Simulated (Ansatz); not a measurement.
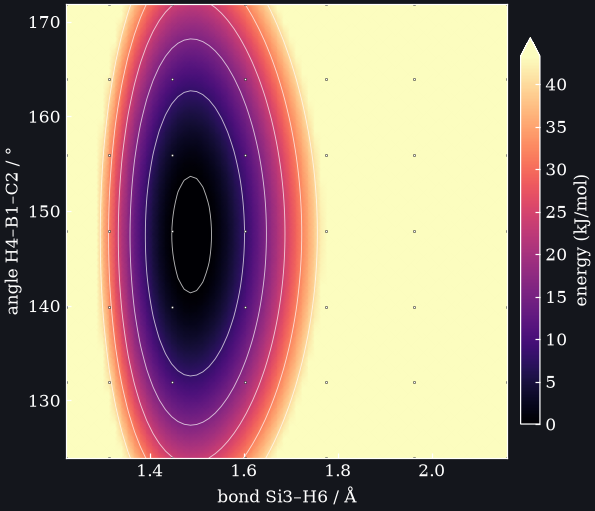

CH₃BSi, SMILES B1C=[SiH]1. 
- Two internal coordinates are moved rigidly from the geometry relaxed at PBE0-D4/def2-TZVP, all others fixed.
- First axis: bond Si3–H6. Second axis: angle H4–B1–C2.
- Grid: 7 × 7 points.
- Points are written as (first, second).
- Energies are in kJ/mol, from the lowest grid point.
- Level of theory: RHF-CCSD(T), frozen core/def2-TZVPP (Ansatz).

Drawn: a smooth colour map with a few white contour lines, dots at the grid points, one colour for all values above the top of the scale. Between grid points the surface is interpolated.

Where is the minimum, and how stiff is the well along each coordinate?

The interpolated minimum is at bond Si3–H6 ≈ 1.487 Å, angle H4–B1–C2 ≈ 147.5°. The curvatures there are about 17 eV/Å² and 2.9 eV/rad², with a cross term of about 0 eV/(Å·rad). Round the minimum the two coordinates are nearly uncoupled. (1 eV is 96.5 kJ/mol.)
